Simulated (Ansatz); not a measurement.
## Electronic structure of AlF4 (charge −1) in real space

Input

```
crystal:
  periodic: [false, false, false]
  atoms:
    - {symbol: F, position_ang: [-0.156897, -0.539956, 1.523280]}
    - {symbol: Al, position_ang: [0.299466, -0.710412, -0.093890]}
    - {symbol: F, position_ang: [0.879001, -2.275428, -0.353569]}
    - {symbol: F, position_ang: [-1.037262, -0.433009, -1.088258]}
    - {symbol: F, position_ang: [1.513029, 0.406710, -0.457021]}
basis:
  gaussian: {orbitals: "def2-TZVPPD.json"}
total_charge: -1
hamiltonian: {xc: pbe0, dispersion: d4}
output: {orbitals: {seedname: orbitals}}
```

Run with:

```sh
ansatz run in.yaml --threads 2 --pin off --events-out ev --progress --plain --max-ram 4352MiB
```

Geometry: PBE0-D4/def2-TZVPD.

The calculation used RKS PBE0-D4/def2-TZVPPD in Ansatz 0.2.0.

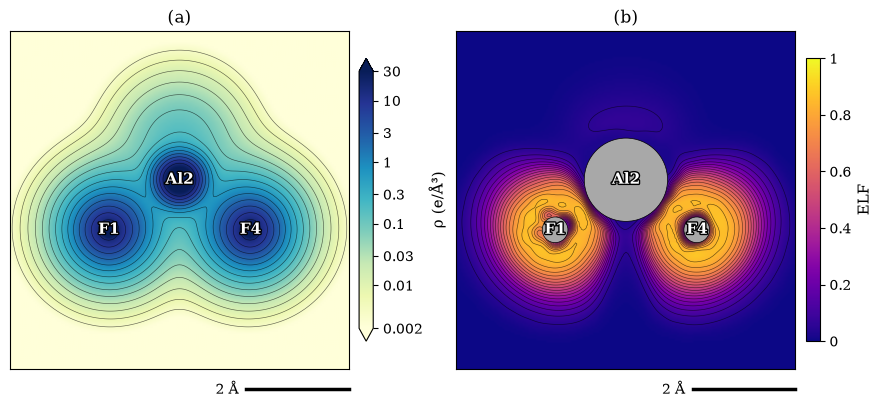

Figure 1. (a) electron density; (b) ELF on the plane of atoms F1, Al2 and F4. Grey discs cover the atomic cores in the ELF map.

Read the bonding off the picture.

Atoms in the plane: F and Al.
Al–F (1.69 Å): the density is about 0.8 e/Å³ at the midpoint; the ELF peaks at about 0.85 in the valence shell of F, 0.7 Å from its nucleus, and is about 0.30 at the midpoint.
The ELF also peaks beside F1 and F4, away from the bonds: lone-pair regions.

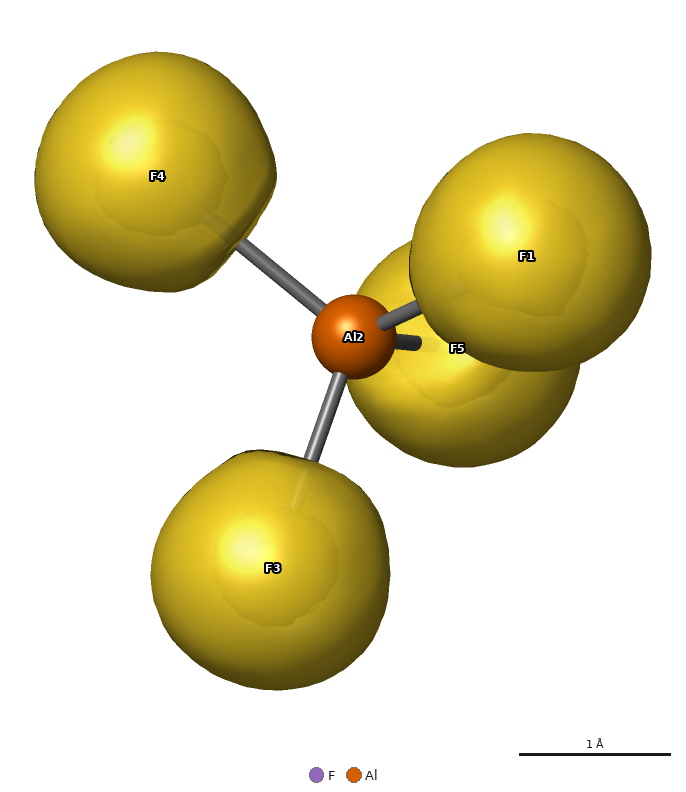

Figure 2. Isosurface of the ELF at 0.75 (yellow), seen at a tilt. Only the valence region is drawn (cores and ρ < 0.01 e/Å³ removed).

Where are the electrons localised?

At this value the surface marks out four regions wrapped around F (the valence shell of each).

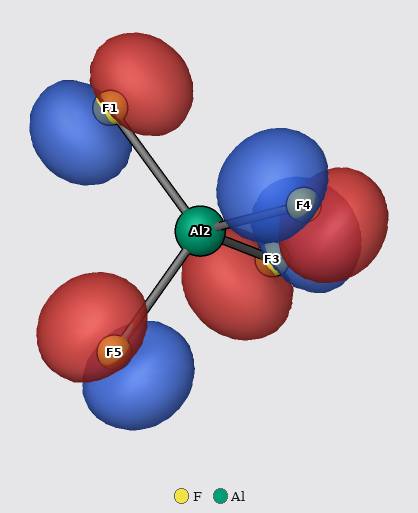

Figure 3. The HOMO at ±0.15 Å⁻³ᐟ² (red and blue are the two phases), seen at an oblique angle.

Where does this orbital lie, and at what energy?

By Hirshfeld shares it lies mainly on F1 (about 25 %), F3 (about 25 %), F4 (about 25 %) and F5 (about 25 %); largely a combination of lone pairs on F1, F3, F4 and F5. It is one of a degenerate set, so its orientation is arbitrary. Its energy is −5.43 eV.
